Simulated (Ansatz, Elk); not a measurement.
# Bonding as seen by X-rays: Nb2BC

The structure of Nb2BC used here is made up (a known structure type with other elements) and was relaxed beforehand with PBEsol. The aim is the Fourier transform of its all-electron density, F(hkl), set beside the sum over free spherical atoms that refinements use.

Calculated with Elk 11.2.3 (patched build); DFT, PBE, all-electron APW+lo, Dirac cores, scalar-relativistic bands, static density, no spin.

The structure was built from a prototype and need not be the compound's stable phase.

### 1. Set-up

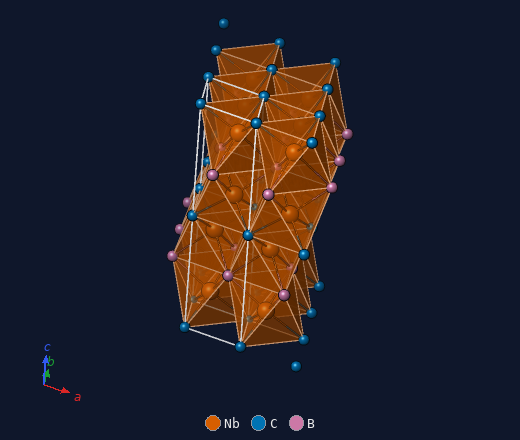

The starting structure, seen slightly off an axis (niobium orange, carbon blue, boron pink). 2×3×1 cells are drawn. Bonds to atoms that aren't drawn are left out. Some periodic images of atoms are drawn too.

Structure file:

```cif
data_structure
_symmetry_space_group_name_H-M 'P 1'
_symmetry_Int_Tables_number 1
_cell_length_a 3.1506
_cell_length_b 3.1506
_cell_length_c 11.0661
_cell_angle_alpha 90.000
_cell_angle_beta 90.000
_cell_angle_gamma 120.000
_cell_volume 95.13
loop_
_atom_site_label
_atom_site_type_symbol
_atom_site_fract_x
_atom_site_fract_y
_atom_site_fract_z
_atom_site_occupancy
Nb1 Nb 0.66667 0.33333 0.61165 1
Nb2 Nb 0.33333 0.66667 0.38835 1
Nb3 Nb 0.33333 0.66667 0.11165 1
Nb4 Nb 0.66667 0.33333 0.88835 1
C5 C 0.00000 0.00000 0.50000 1
C6 C 0.00000 0.00000 0.00000 1
B7 B 0.33333 0.66667 0.75000 1
B8 B 0.66667 0.33333 0.25000 1
```

### 2. Ground state and structure factors

An all-electron density is needed, since X-rays see the cores too. Task 0 finds the density and task 195 Fourier-transforms it; tshift is off so that phases refer to the origin typed.

elk.in reads:

```
tasks
  0
  195

xctype
  20

spinpol
  .false.

rgkmax
  7.0

gmaxvr
  14.0

lmaxo
  7

lmaxapw
  8

swidth
  0.002

tshift
  .false.

ramdisk
  .false.

hmaxvr
  5.5

maxscl
  120

epspot
  1e-06

sppath
  './'

avec
  5.95385893768 -0.00000000000 0.00000000000
  -2.97692946884 5.15619309058 0.00000000000
  0.00000000000 0.00000000000 20.91198670610

atoms
  3
  'Nb.in'
  4
  0.6666666667 0.3333333333 0.6116486335   0.000000 0.000000 0.000000
  0.3333333333 0.6666666667 0.3883513665   0.000000 0.000000 0.000000
  0.3333333333 0.6666666667 0.1116486335   0.000000 0.000000 0.000000
  0.6666666667 0.3333333333 0.8883513665   0.000000 0.000000 0.000000
  'C.in'
  2
  0.0000000000 -0.0000000000 0.5000000000   0.000000 0.000000 0.000000
  0.0000000000 -0.0000000000 0.0000000000   0.000000 0.000000 0.000000
  'B.in'
  2
  0.3333333333 0.6666666667 0.7500000000   0.000000 0.000000 0.000000
  0.6666666667 0.3333333333 0.2500000000   0.000000 0.000000 0.000000

ngridk
  8 8 2
```

Started as:

```console
OMP_NUM_THREADS=4 elk
```

Numbers of over 12 decimals in the logs are rounded to 6 here.

What it wrote:

```text
┌─────────────────────────┐
│ Elk code version 11.2.3 │
└─────────────────────────┘

All units are atomic (Hartree, Bohr, etc.)

┌─────────────────────────────────────────────────┐
│ Ground-state run starting from atomic densities │
└─────────────────────────────────────────────────┘

Lattice vectors :
   5.953858938      -0.000000000       0.000000000
  -2.976929469       5.156193091       0.000000000
   0.000000000       0.000000000       20.91198671

Reciprocal lattice vectors :
   1.055313096      0.6092852999      -0.000000000
   0.000000000       1.218570600      -0.000000000
  -0.000000000      -0.000000000      0.3004585550

Unit cell volume      :    641.9822309
Brillouin zone volume :   0.3863817432

Muffin-tin inner radius fraction :   0.1000000000E-01

Nuclei treated as point charges

Species : 1 (Nb)
 parameters loaded from : Nb.in
 name : niobium
 nuclear charge    :   -41.00000000
 electronic charge :    41.00000000
 atomic mass :    169357.9704
 muffin-tin radius :    2.425922642
 number of radial points in muffin-tin :   1193
 inner part over the whole radius :   0.9999566853E-02
 number on inner part of muffin-tin    :    847
 approximate nuclear radius :   0.8268951942E-04
 number of mesh points to nuclear radius :    420
 atomic positions (lattice), magnetic fields (Cartesian) :
  1 :  -0.33333333  0.33333333 -0.38835137    0.00000000  0.00000000  0.00000000
  2 :   0.33333333 -0.33333333  0.38835137    0.00000000  0.00000000  0.00000000
  3 :   0.33333333 -0.33333333  0.11164863    0.00000000  0.00000000  0.00000000
  4 :  -0.33333333  0.33333333 -0.11164863    0.00000000  0.00000000  0.00000000

Species : 2 (C)
 parameters loaded from : C.in
 name : carbon
 nuclear charge    :   -6.000000000
 electronic charge :    6.000000000
 atomic mass :    21894.16674
 muffin-tin radius :    1.679484906
 number of radial points in muffin-tin :    593
 inner part over the whole radius :   0.9888390325E-02
 number on inner part of muffin-tin    :    405
 approximate nuclear radius :   0.4747601631E-04
 number of mesh points to nuclear radius :    166
 atomic positions (lattice), magnetic fields (Cartesian) :
  1 :   0.00000000  0.00000000  0.50000000    0.00000000  0.00000000  0.00000000
  2 :   0.00000000  0.00000000  0.00000000    0.00000000  0.00000000  0.00000000

Species : 3 (B)
 parameters loaded from : B.in
 name : boron
 nuclear charge    :   -5.000000000
 electronic charge :    5.000000000
 atomic mass :    19707.24742
 muffin-tin radius :    1.800000000
 number of radial points in muffin-tin :    593
 inner part over the whole radius :   0.9957276294E-02
 number on inner part of muffin-tin    :    405
 approximate nuclear radius :   0.4534157419E-04
 number of mesh points to nuclear radius :    161
 atomic positions (lattice), magnetic fields (Cartesian) :
  1 :   0.33333333 -0.33333333 -0.25000000    0.00000000  0.00000000  0.00000000
  2 :  -0.33333333  0.33333333  0.25000000    0.00000000  0.00000000  0.00000000

Total number of atoms per unit cell :    8
Total muffin-tin volume :    327.7549880
 ratio of muffin-tin to unit cell volume :   0.5105359187

Spin treatment :
 spin-unpolarised

Number of Bravais lattice symmetries :   24
Number of crystal symmetries         :   24
Crystal has inversion symmetry
Real symmetric eigensolver will be used

k-point grid :      8     8     2
k-point offset :    0.000000000       0.000000000       0.000000000
k-point set is reduced with full crystal symmetry group
Total number of k-points :       20

Muffin-tin radius times maximum |G+k| :    7.000000000
 using average radius
Maximum |G+k| for APW functions       :    3.360807861
Maximum (1/2)|G+k|²                   :    5.647514740
Maximum |G| for potential and density :    14.00000000
Constant for pseudocharge density :    8
 order of it for each species :   15  15  15
 order of it for pair densities of each species (exact exchange by exxq0 0: 16) :   13   5   5
Radial integration step length :    1

[...]
Madelung                    :     -18620.083684494
 xc potential                :     -611.70619923242
 exchange                    :     -485.31601536502
 correlation                 :     -9.264004
 electron entropic           :    -0.17439632255735E-02
 total energy                :     -15409.837674777

Density of states at Fermi energy :    138.6279163
 (states/Hartree/unit cell)

Estimated indirect band gap :   0.1400202210E-02
 from k-point 8 to k-point 2
Estimated direct band gap   :   0.7996778657E-02
 at k-point 2

Charges :
 core                        :    120.0000000
 valence                     :    66.00000000
 interstitial                :    12.85496009
 muffin-tins (core leakage)
  species : 1 (Nb)
[...]
species : 2 (C)
[...]
species : 3 (B)
[...]
total in muffin-tins        :    173.1450399
 total calculated charge     :    185.9984225
 total charge                :    186.0000000
 error                       :   0.1577513920E-02

RMS change in Kohn-Sham potential (target) :    2.432539737     (  0.1000000000E-05)
Absolute change in total energy (target)   :   0.5207652232     (  0.1000000000E-03)

[... loops 3 to 18 left out ...]

┌──────────────────┐
│ Loop number : 19 │
└──────────────────┘

Energies :
 Fermi                       :     0.429874
 sum of occupied eigenvalues :     -9113.2180005818
 electron kinetic            :      15942.513506714
 core electron kinetic       :      15597.059913296
 Coulomb                     :     -30855.062013347
 Coulomb potential           :     -24410.461079168
 nuclear-nuclear             :     -1903.9202985341
 electron-nuclear            :     -33537.262813493
 Hartree                     :      4586.1210986796
 Madelung                    :     -18649.831473763
 xc potential                :     -645.27042812798
 exchange                    :     -486.02652459751
 correlation                 :     -9.336289
 electron entropic           :    -0.14347293158009E-02
 total energy                :     -15407.912754564

Density of states at Fermi energy :    107.7191670
 (states/Hartree/unit cell)

Estimated indirect band gap :   0.1622051316E-02
 from k-point 1 to k-point 6
Estimated direct band gap   :   0.7011070715E-02
 at k-point 1

Charges :
 core                        :    120.0000000
 valence                     :    66.00000000
 interstitial                :    12.63483098
 muffin-tins (core leakage)
  species : 1 (Nb)
[...]
species : 2 (C)
[...]
species : 3 (B)
[...]
total in muffin-tins        :    173.3651690
 total calculated charge     :    185.9986036
 total charge                :    186.0000000
 error                       :   0.1396426116E-02

RMS change in Kohn-Sham potential (target) :   0.6937098045E-06 (  0.1000000000E-05)
Absolute change in total energy (target)   :   0.6322228000E-04 (  0.1000000000E-03)

Convergence targets achieved

┌──────────────────┐
│ Loop number : 20 │
└──────────────────┘

Energies :
 Fermi                       :     0.429874
 sum of occupied eigenvalues :     -9113.2180074887
 electron kinetic            :      15942.513520050
 core electron kinetic       :      15597.059924028
 Coulomb                     :     -30855.062029231
 Coulomb potential           :     -24410.461088531
 nuclear-nuclear             :     -1903.9202985341
 electron-nuclear            :     -33537.262835728
 Hartree                     :      4586.1211050315
 Madelung                    :     -18649.831484965
 xc potential                :     -645.27043900779
 exchange                    :     -486.02652504301
 correlation                 :     -9.336289
 electron entropic           :    -0.14347293813821E-02
 total energy                :     -15407.912757555

Density of states at Fermi energy :    107.7191728
 (states/Hartree/unit cell)

Estimated indirect band gap :   0.1622049918E-02
 from k-point 1 to k-point 6
Estimated direct band gap   :   0.7011062437E-02
 at k-point 1

Charges :
 core                        :    120.0000000
 valence                     :    66.00000000
 interstitial                :    12.63483114
 muffin-tins (core leakage)
  species : 1 (Nb)
[...]
species : 2 (C)
[...]
atom 2                    :    5.005185077     (  0.1055047918E-04)
  species : 3 (B)
   atom 1                    :    3.932027935     (  0.6865305608E-04)
   atom 2                    :    3.932027935     (  0.6865305608E-04)
 total in muffin-tins        :    173.3651689
 total calculated charge     :    185.9986036
 total charge                :    186.0000000
 error                       :   0.1396425847E-02

┌──────────────────────────────┐
│ Self-consistent loop stopped │
└──────────────────────────────┘

Wrote STATE.OUT
```

Wall time 55 s (4 threads of Arm Neoverse V1, shared host); peak memory 0.22 GiB; 2.5 min of CPU time.

SFACRHO.OUT:

```text

h k l indices transformed by vhmat matrix:
   1.000000000       0.000000000       0.000000000    
   0.000000000       1.000000000       0.000000000    
   0.000000000       0.000000000       1.000000000    

      h      k      l  multipl.   |H|            Re(F)            Im(F)           |F|

      0      0      0      1   0.0000000       186.00000      0.17495379E-15   186.00000    
      0      0     -1      2  0.30045855      0.28568191E-13 -0.11136616E-14  0.28589889E-13
      0      0     -2      2  0.60091711       27.473038     -0.83018201E-15   27.473038    
      0      0     -3      2  0.90137566      0.74674967E-13 -0.19489079E-14  0.74700394E-13
      0      0      4      2   1.2018342      -110.22034     -0.61676548E-14   110.22034    
      0     -1      0      6   1.2185706      -60.900768      0.27841541E-15   60.900768    
      1     -1      1      6   1.2550656       67.734988     -0.27841541E-13   67.734988    
      1      0      1      6   1.2550656      -67.734988      0.16287302E-13   67.734988    
      0     -1     -2      6   1.3586816     -0.25864057      0.27841541E-14  0.25864057    
      0      1     -2      6   1.3586816     -0.25864057      0.36194004E-14  0.25864057    
      0      0      5      2   1.5022928     -0.71691253E-13  0.89092932E-14  0.72242725E-13
      1     -1      3      6   1.5157151       96.009880     -0.49557943E-13   96.009880    
      0     -1      3      6   1.5157151      -96.009880      0.59859314E-14   96.009880    
      1      0     -4      6   1.7115256       59.296325     -0.72388007E-14   59.296325    
      0      1     -4      6   1.7115256       59.296325      0.13920771E-14   59.296325    
      0      0     -6      2   1.8027513      -54.315970      0.27792175E-14   54.315970    
      1     -1     -5      6   1.9343727       38.062966     -0.32296188E-13   38.062966    
      0     -1     -5      6   1.9343727      -38.062966     -0.96053317E-14   38.062966
```

Elk indexes on the primitive cell of elk.in and gives |H| = 4π sin θ/λ in inverse bohr. Below, one row stands for each form hkl of the conventional cell (m members, Friedel mates merged), F is for one primitive cell and the density is static (no thermal factor). Free-atom factors are Waasmaier and Kirfel's, and R is Σm||F|−|F'||/Σm|F|.

| hkl | m | sin θ/λ (Å⁻¹) | abs F, DFT | neutral atoms | diff. |
| --- | --- | --- | --- | --- | --- |
| 001 | 2 | 0.045 | 0.000 | 0.000 | +0.000 |
| 002 | 2 | 0.090 | 27.473 | 27.570 | -0.097 |
| 003 | 2 | 0.136 | 0.000 | 0.000 | +0.000 |
| 004 | 2 | 0.181 | 110.220 | 112.168 | -1.948 |
| 100 | 6 | 0.183 | 60.901 | 61.579 | -0.678 |
| 101 | 12 | 0.189 | 67.735 | 68.584 | -0.849 |
| 102 | 12 | 0.204 | 0.259 | 1.065 | -0.806 |
| 005 | 2 | 0.226 | 0.000 | 0.000 | +0.000 |
| 103 | 12 | 0.228 | 96.010 | 96.496 | -0.487 |
| 104 | 12 | 0.257 | 59.296 | 59.383 | -0.087 |
| 006 | 2 | 0.271 | 54.316 | 54.651 | -0.334 |
| 105 | 12 | 0.291 | 38.063 | 38.336 | -0.273 |
| 007 | 2 | 0.316 | 0.000 | 0.000 | +0.000 |
| 110 | 6 | 0.317 | 116.931 | 116.581 | +0.350 |
| 111 | 12 | 0.321 | 0.000 | 0.000 | +0.000 |
| 106 | 12 | 0.327 | 32.114 | 32.162 | -0.048 |
| 112 | 12 | 0.330 | 18.563 | 18.566 | -0.002 |
| 113 | 12 | 0.345 | 0.000 | 0.000 | +0.000 |
| 008 | 2 | 0.361 | 87.335 | 87.146 | +0.189 |
| 114 | 12 | 0.365 | 88.108 | 87.509 | +0.599 |
| 107 | 12 | 0.365 | 83.087 | 82.542 | +0.545 |
| 200 | 6 | 0.366 | 48.159 | 47.905 | +0.254 |

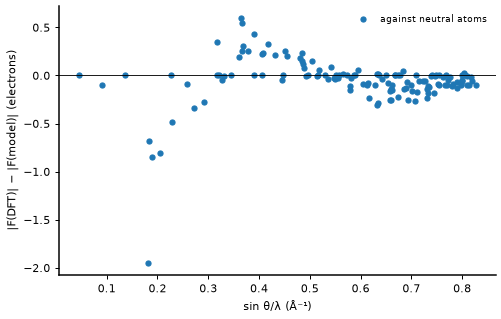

Difference between the calculated structure factors and the independent-atom ones.

### 3. The highest occupied states alone

An energy window below the Fermi level keeps the highest occupied states, to see at which angles they scatter; shallow core shells can lie inside it and anion s states outside. No new self-consistency is needed.

elk.in, as its differences from that of step 2:

```diff
@@ -1,3 +1,2 @@
 tasks
-  0
   195
@@ -40,2 +39,5 @@
 
+wsfac
+  0.062380 0.729870
+
 sppath
```

Started as:

```console
OMP_NUM_THREADS=4 elk
```

What it wrote:

```text
┌─────────────────────────────────┐
│ Elk code version 11.2.3 started │
└─────────────────────────────────┘

Info(readinput): the functional depends on the density's gradient
 muffin-tin radial points multiplied by    2.00000
 (not where nrmtscf is given)

┌────────────────────┐
│ Current task : 195 │
└────────────────────┘
Info(checkmt): changed muffin-tin radius of species 1 (Nb) from   2.6000 to   2.4259
Info(checkmt): changed muffin-tin radius of species 2 (C) from   1.8000 to   1.6795

Info(sfacrho): density structure factors written to SFACRHO.OUT

 Energy window :   0.6238000000E-01  0.7298700000

┌──────────────────┐
│ Elk code stopped │
└──────────────────┘
```

Elapsed: 15 s, on 4 threads; peak memory 0.16 GiB.

States within 10 eV below the Fermi level hold 30.00 electrons; any levels below the window count with the cores. Their amplitudes can exceed the total, where window and core parts have opposite phase:

| hkl | sin θ/λ (Å⁻¹) | abs F, window | abs F, all |
| --- | --- | --- | --- |
| 001 | 0.045 | 0.000 | 0.000 |
| 002 | 0.090 | 1.183 | 27.473 |
| 003 | 0.136 | 0.000 | 0.000 |
| 004 | 0.181 | 1.610 | 110.220 |
| 100 | 0.183 | 0.448 | 60.901 |
| 101 | 0.189 | 0.042 | 67.735 |
| 102 | 0.204 | 2.999 | 0.259 |
| 005 | 0.226 | 0.000 | 0.000 |
| 103 | 0.228 | 2.304 | 96.010 |
| 104 | 0.257 | 1.464 | 59.296 |

### 4. Another functional

The difference from free atoms is small, so it is set against the change that PBEsol makes.

elk.in, as its differences from that of step 3:

```diff
@@ -1,2 +1,3 @@
 tasks
+  0
   195
@@ -4,3 +5,3 @@
 xctype
-  20
+  22
 
@@ -39,5 +40,2 @@
 
-wsfac
-  0.062380 0.729870
-
 sppath
```

Started as:

```console
OMP_NUM_THREADS=4 elk
```

What it wrote:

```text
┌─────────────────────────┐
│ Elk code version 11.2.3 │
└─────────────────────────┘

All units are atomic (Hartree, Bohr, etc.)

┌─────────────────────────────────────────────────┐
│ Ground-state run starting from atomic densities │
└─────────────────────────────────────────────────┘

Lattice vectors :
   5.953858938      -0.000000000       0.000000000
  -2.976929469       5.156193091       0.000000000
   0.000000000       0.000000000       20.91198671

Reciprocal lattice vectors :
   1.055313096      0.6092852999      -0.000000000
[...]
interstitial                :    12.67172688
 muffin-tins (core leakage)
  species : 1 (Nb)
[...]
species : 2 (C)
[...]
species : 3 (B)
   atom 1                    :    3.916354136     (  0.7131389860E-04)
   atom 2                    :    3.916354136     (  0.7131389860E-04)
 total in muffin-tins        :    173.3282731
 total calculated charge     :    185.9986016
 total charge                :    186.0000000
 error                       :   0.1398388081E-02

┌──────────────────────────────┐
│ Self-consistent loop stopped │
└──────────────────────────────┘

Wrote STATE.OUT
[key lines of the parts left out:]
total energy                :     -15399.021446683
```

Run time: 53 s. Hardware: 4 threads; peak memory 0.23 GiB; 2.4 min of CPU time.

Against the first run R = 0.02 %; the largest change is +0.046 at 004.

### 5. A coarser k-mesh

About half the k-points along each axis test the sampling.

elk.in, as its differences from that of step 4:

```diff
@@ -5,3 +5,3 @@
 xctype
-  22
+  20
 
@@ -66,2 +66,2 @@
 ngridk
-  8 8 2
+  4 4 1
```

Started as:

```console
OMP_NUM_THREADS=4 elk
```

What it wrote:

```text
┌─────────────────────────┐
│ Elk code version 11.2.3 │
└─────────────────────────┘

All units are atomic (Hartree, Bohr, etc.)

┌─────────────────────────────────────────────────┐
│ Ground-state run starting from atomic densities │
└─────────────────────────────────────────────────┘

Lattice vectors :
   5.953858938      -0.000000000       0.000000000
  -2.976929469       5.156193091       0.000000000
   0.000000000       0.000000000       20.91198671

Reciprocal lattice vectors :
   1.055313096      0.6092852999      -0.000000000
[...]
interstitial                :    12.64321946
 muffin-tins (core leakage)
  species : 1 (Nb)
[...]
species : 2 (C)
[...]
species : 3 (B)
   atom 1                    :    3.927818903     (  0.6859720648E-04)
   atom 2                    :    3.927818903     (  0.6859720648E-04)
 total in muffin-tins        :    173.3567805
 total calculated charge     :    185.9986213
 total charge                :    186.0000000
 error                       :   0.1378705915E-02

┌──────────────────────────────┐
│ Self-consistent loop stopped │
└──────────────────────────────┘

Wrote STATE.OUT
[key lines of the parts left out:]
total energy                :     -15407.919174680
```

Run time: 28 s. Hardware: 4 threads; peak memory 0.26 GiB; 51 s of CPU time.

Against the first run R = 0.01 %; the largest change is -0.052 at 006.

### 6. Settings against the effect

| run | R against the first run (%) | R against neutral atoms, low angle (%) | wall time |
| --- | --- | --- | --- |
| PBE, rgkmax 7 | 0.00 | 1.00 | 55 s |
| PBEsol | 0.02 | 1.00 | 53 s |
| k-mesh 4×4×1 | 0.01 | 1.00 | 28 s |

### 7. Results

| Property | Result |
| --- | --- |
| R against neutral atoms, sin θ/λ < 0.3 Å⁻¹ | 1.00 % |
| R against neutral atoms, 0.3 to 0.83 Å⁻¹ | 0.33 % |

**Reading.** Independent neutral atoms miss the calculated amplitudes by R = 1.00 % below 0.3 Å⁻¹ and 0.33 % from there to 0.83 Å⁻¹; by shells, 0.35 % below 0.15 Å⁻¹ (1 form), 1.01 % 0.15 to 0.3 (8 forms), 0.58 % 0.3 to 0.45 (15 forms), 0.29 % above 0.45 (88 forms). Bonding, aspherical density and the tables' own atoms all enter these figures, and the runs don't part them. The largest change of an amplitude is -1.95 electrons, at 004. Weak lines can change much in proportion: 102 goes from 1.06 to 0.26. The window's part falls from 30.0 electrons at the origin to at most 0.18 between 0.45 and 0.83 Å⁻¹. Below 0.3 Å⁻¹ the changes that finished (PBEsol and k-mesh 4×4×1) move F by R = 0.05 % at most, against the 1.00 % that separates it from free atoms. The basis has no finished test. These runs have no spin, though d or f shells may be open. Part of the difference isn't bonding: the tables are fits to free atoms and ions calculated by other methods than this functional. Thermal motion, anomalous dispersion and extinction are left out.

[Logs are printed without paths, hosts, clocks, repeated set-up lines and the standing remarks that a program may print on its own settings, such as how far it seeks lower states.]

[Hosts, paths, dates, database ids (printed as entryN), source tags and the programs' standing remarks are cut or masked in the printed files.]
